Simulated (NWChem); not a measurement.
# CH6GaSi (SMILES [CH3][Ga][SiH3]) at 3 levels

We compute a comparison of 3 runs (UHF/3-21G, UB3LYP/6-31G*) of CH6GaSi. 

The results are computed with NWChem 7.3.0.

1 further run of the same task is left out (it didn't finish).

## 1. Starting point

CH6GaSi has 9 atoms, charge 0, and is taken as a doublet. As SMILES, `[CH3][Ga][SiH3]`. Geometry: relaxed at PBE0-D4/def2-TZVP.

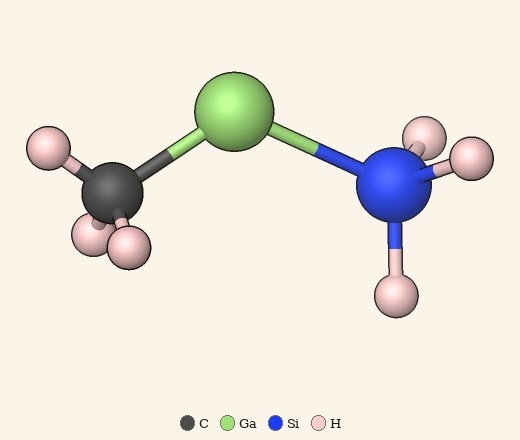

The structure, seen from a chosen angle (carbon dark grey, gallium green, silicon blue, hydrogen pink).

## 2. Energy and gradient at UHF/3-21G (run 1)

a.nw

```
echo
START a
TITLE "CH6GaSi"
memory total 2200 mb
charge 0

GEOMETRY units angstroms noautosym nocenter noautoz
   C       -0.932500       1.329700      -1.144900
   Ga       0.722200       0.829100      -0.157900
   Si       0.944900      -1.267800       1.096800
   H       -1.150000       0.556100      -1.887900
   H       -0.852800       2.293700      -1.646200
   H       -1.769800       1.360000      -0.440700
   H        2.116100      -2.019800       0.562300
   H       -0.230700      -2.189400       1.080800
   H        1.241100      -0.937900       2.520500
END

BASIS spherical bse
   * library 3-21G
END

SCF
   nopen 1
   uhf
   thresh 1e-08
   maxiter 80
END

TASK scf gradient
```

On the command line:

```bash
nwchem a.nw > a.out
```

Output:

```text
[...]
  functions       =    56
[...]
  wavefunction    = UHF
[...]
         Total SCF energy =  -2242.336267902484
      One electron energy =  -3570.889127248075
      Two electron energy =   1106.801019664511
 Nuclear repulsion energy =    221.751839681079
                       Sz =      0.5000
                 Sz(Sz+1) =      0.7500
                      S^2 =      0.7538
[...]
                         UHF ENERGY GRADIENTS
    atom               coordinates                        gradient
                 x          y          z           x          y          z
   1 C      -1.762169   2.512769  -2.163547   -0.002890   0.002975  -0.002877
   2 Ga      1.364760   1.566772  -0.298388    0.002858  -0.009098   0.006281
   3 Si      1.785602  -2.395795   2.072651   -0.000670   0.005335  -0.003279
   4 H      -2.173185   1.050877  -3.567614    0.001274  -0.004810  -0.002203
   5 H      -1.611558   4.334465  -3.110867    0.001642   0.004718  -0.001928
   6 H      -3.344437   2.570027  -0.832802   -0.001845  -0.000779   0.005066
   7 H       3.998849  -3.816869   1.062593   -0.000787   0.001222  -0.000008
   8 H      -0.435960  -4.137366   2.042416    0.000600  -0.000054   0.000299
   9 H       2.345339  -1.772374   4.763054   -0.000183   0.000492  -0.001351
[...]
```

Wall time 5.1 s (1 thread of Intel Xeon 6975P-C (Granite Rapids), shared host); peak memory 0.097 GiB.

## 3. Energy and gradient at UB3LYP/6-31G(d) (Cartesian functions) (run 2)

mol.nw

```
start mol
title "CH6GaSi B3LYP"
memory 2200 mb

geometry noautosym nocenter noautoz
C       -0.932500       1.329700      -1.144900
Ga       0.722200       0.829100      -0.157900
Si       0.944900      -1.267800       1.096800
H       -1.150000       0.556100      -1.887900
H       -0.852800       2.293700      -1.646200
H       -1.769800       1.360000      -0.440700
H        2.116100      -2.019800       0.562300
H       -0.230700      -2.189400       1.080800
H        1.241100      -0.937900       2.520500
end

basis
* library 6-31G*
end

dft
xc b3lyp
mult 2
grid xfine
convergence energy 1e-08
iterations 100
mulliken
print low
end

task dft gradient
```

On the command line:

```bash
nwchem mol.nw > mol.out
```

Output:

```text
[...]
 d= 0,ls=0.0,diis     1  -2255.7579691648 -2.48D+03  8.07D-03  2.10D-01     4.8
[...]
 d= 0,ls=0.0,diis    10  -2255.8027014675 -5.61D-09  1.73D-06  1.11D-09    40.5
[...]
         Total DFT energy =    -2255.802701467524
      One electron energy =    -3581.297279244749
           Coulomb energy =     1207.368455697167
    Exchange-Corr. energy =     -103.625717601021
 Nuclear repulsion energy =      221.751839681079
[...]
      Total Density - Mulliken Population Analysis
     ---------------------------------------------
    Atom       Charge   Shell Charges
 -----------   ------   -------------------------------------------------------
    1 C    6     6.61   1.99  0.67  2.10  0.66  1.16  0.02
    2 Ga  31    30.92   2.00  1.99  6.00  1.95  5.99  1.43  1.23  0.18  0.12  6.85  2.96  0.23
    3 Si  14    13.81   2.00  1.99  5.96  1.05  1.94  0.26  0.51  0.09
    4 H    1     0.83   0.52  0.31
    5 H    1     0.82   0.52  0.30
    6 H    1     0.83   0.52  0.31
    7 H    1     1.06   0.51  0.55
    8 H    1     1.06   0.51  0.56
    9 H    1     1.06   0.51  0.55
[...]
      <S2> =      0.7520 (Exact =     0.7500)
                         DFT ENERGY GRADIENTS
    atom               coordinates                        gradient
                 x          y          z           x          y          z
   1 C      -1.762169   2.512769  -2.163547    0.003094  -0.000377   0.001543
   2 Ga      1.364760   1.566772  -0.298388   -0.004417  -0.002652  -0.000435
   3 Si      1.785602  -2.395795   2.072651   -0.000457   0.002274  -0.001478
   4 H      -2.173185   1.050877  -3.567614    0.000381   0.001251   0.001658
   5 H      -1.611558   4.334465  -3.110867   -0.000161  -0.001956   0.001006
   6 H      -3.344437   2.570027  -0.832802    0.001625  -0.000384  -0.001272
   7 H       3.998849  -3.816869   1.062593   -0.000355   0.000624  -0.000103
   8 H      -0.435960  -4.137366   2.042416    0.000407   0.000889  -0.000306
   9 H       2.345339  -1.772374   4.763054   -0.000118   0.000331  -0.000614
 Task  times  cpu:       50.6s     wall:       50.6s
[...]
```

Wall time 51 s (1 thread of Intel Xeon 6975P-C (Granite Rapids), shared host); peak memory 0.15 GiB.

## 4. Energy and gradient at UB3LYP/6-31G(d) (spherical functions) (run 3)

ch6gasi.nw

```
start ch6gasi
memory total 2200 mb
geometry noautosym nocenter noautoz
 C       -0.932500       1.329700      -1.144900
 Ga       0.722200       0.829100      -0.157900
 Si       0.944900      -1.267800       1.096800
 H       -1.150000       0.556100      -1.887900
 H       -0.852800       2.293700      -1.646200
 H       -1.769800       1.360000      -0.440700
 H        2.116100      -2.019800       0.562300
 H       -0.230700      -2.189400       1.080800
 H        1.241100      -0.937900       2.520500
end
basis spherical bse
 C library 6-31G*
 Ga library 6-31G*
 Si library 6-31G*
 H library 6-31G*
end
dft
 xc b3lyp
 mult 2
 grid xfine
 convergence energy 1e-08
 maxiter 100
 mulliken
 noprint "final vectors analysis"
end
task dft gradient
```

On the command line:

```bash
nwchem ch6gasi.nw > ch6gasi.out
```

Output:

```text
[...]
          Wavefunction type:  spin polarized.
          No. of atoms     :     9
          No. of electrons :    57
[...]
          Charge           :     0
          Spin multiplicity:     2
[...]
          AO basis - number of functions:    76
[...]
              XC Information
              --------------
                         B3LYP Method XC Potential
                     Hartree-Fock (Exact) Exchange  0.200
                        Slater Exchange Functional  0.800 local
                    Becke 1988 Exchange Functional  0.720 non-local
              Lee-Yang-Parr Correlation Functional  0.810
                  VWN I RPA Correlation Functional  0.190 local
[...]
 d= 0,ls=0.0,diis     1  -2255.7540810633 -2.48D+03  7.88D-03  6.30D-02     4.5
[...]
 d= 0,ls=0.0,diis    10  -2255.7957044790 -4.69D-09  1.29D-06  1.29D-09    38.5
[...]
         Total DFT energy =    -2255.795704479029
      One electron energy =    -3581.291157750712
           Coulomb energy =     1207.399664954588
    Exchange-Corr. energy =     -103.656051363985
 Nuclear repulsion energy =      221.751839681079
[...]
      <S2> =      0.7520 (Exact =     0.7500)
[...]
  wavefunction    = open shell
                         DFT ENERGY GRADIENTS
    atom               coordinates                        gradient
                 x          y          z           x          y          z
   1 C      -1.762169   2.512769  -2.163547    0.003551  -0.000502   0.001808
   2 Ga      1.364760   1.566772  -0.298388   -0.004523  -0.002858  -0.000367
   3 Si      1.785602  -2.395795   2.072651   -0.000487   0.002538  -0.001638
   4 H      -2.173185   1.050877  -3.567614    0.000259   0.001352   0.001627
   5 H      -1.611558   4.334465  -3.110867   -0.000297  -0.002001   0.000973
   6 H      -3.344437   2.570027  -0.832802    0.001548  -0.000341  -0.001406
   7 H       3.998849  -3.816869   1.062593   -0.000357   0.000618  -0.000094
   8 H      -0.435960  -4.137366   2.042416    0.000423   0.000873  -0.000289
   9 H       2.345339  -1.772374   4.763054   -0.000117   0.000320  -0.000614
[...]
```

Wall time 49 s (1 thread of Intel Xeon 6975P-C (Granite Rapids), shared host); peak memory 0.14 GiB.

## 5. Overview of the runs

| run | level | Cartesian functions | iteration cap | energy (Eh) | dipole moment (D) | ⟨S²⟩ | largest force (eV/Å) | wall time |
| --- | --- | --- | --- | --- | --- | --- | --- | --- |
| 1 | UHF/3-21G | no | 80 | -2242.336268 | 1.46 | 0.754 | 0.587 | 5.1 s |
| 2 | UB3LYP/6-31G* (Cartesian functions) | yes | 100 | -2255.802701 | – | 0.752 | 0.266 | 51 s |
| 3 | UB3LYP/6-31G* (spherical functions) | no | 100 | -2255.795704 | 1.19 | 0.752 | 0.276 | 49 s |

## 6. What came out

| quantity | value |
| --- | --- |
| run 3: total energy | -2255.79570 Eh |
| run 3: dipole moment | 1.19 D |
| run 3: ⟨S²⟩ | 0.752 |
| run 3: largest force on an atom | 0.276 eV/Å |

All runs together took 1.8 min, the longest 51 s.
